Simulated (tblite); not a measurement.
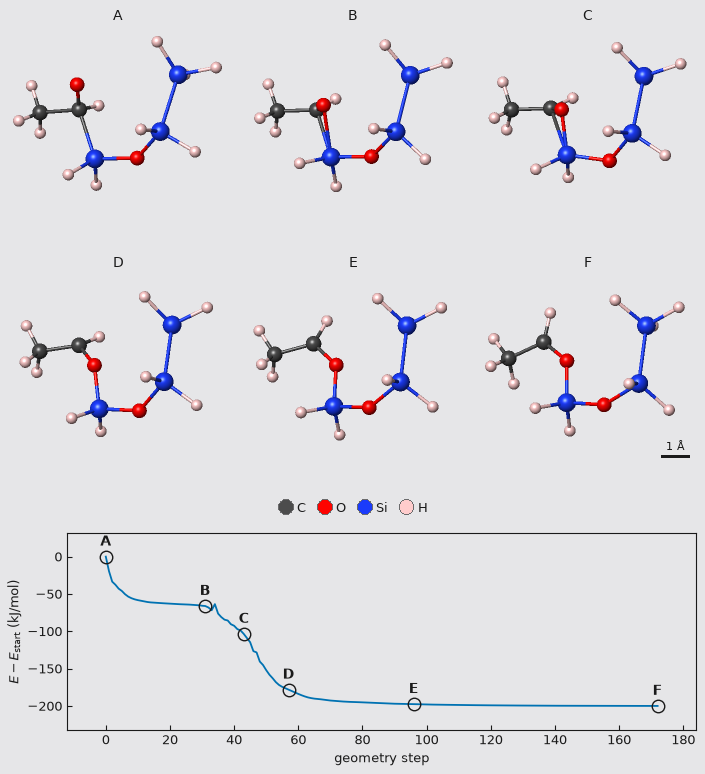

Frames of a relaxation of C2H11O2Si3 (multiplicity 2), marked on the history of the run. The picture is a ball-and-stick view, seen from a free direction.

Theory: GFN2-xTB geometry optimisation, gas phase in tblite 0.8.0. 

What happens along the run?

Over 172 geometry steps the energy falls by 200.0 kJ/mol. The largest move after the best rigid fit is that of an H atom, 1.60 Å. Largest moves by element: H 1.60 Å, O 1.40 Å, C 0.72 Å, Si 0.38 Å. Near-neighbour distances that change, for instance: O–Si 2.769 → 1.625 Å, C–Si 1.975 → 2.731 Å, C–C 1.560 → 1.477 Å, O–Si 1.668 → 1.606 Å. New bonds form, among them: O–Si (2.77 → 1.63 Å). Bonds break, among them: C–Si (1.97 → 2.73 Å). Bond angles that change, for instance: C–C–H 105.1° → 123.0°, C–C–O 107.4° → 121.5°, Si–O–Si 136.8° → 148.9°. Groups turn about O–Si by about 50°, Si–Si by about 30°, O–Si by about 30°. Cost: 1.2 s on 1 thread of Arm Neoverse V2, with other jobs on the host. From step 0 to 31: an O atom moves most (0.87 Å), energy −66.1 kJ/mol. From step 31 to 43: an H atom moves most (0.35 Å), energy −37.3 kJ/mol. From step 43 to 57: an O atom moves most (0.52 Å), energy −74.7 kJ/mol. From step 57 to 96: an H atom moves most (0.62 Å), energy −19.3 kJ/mol. From step 96 to 172: an H atom moves most (0.64 Å), energy −2.49 kJ/mol.
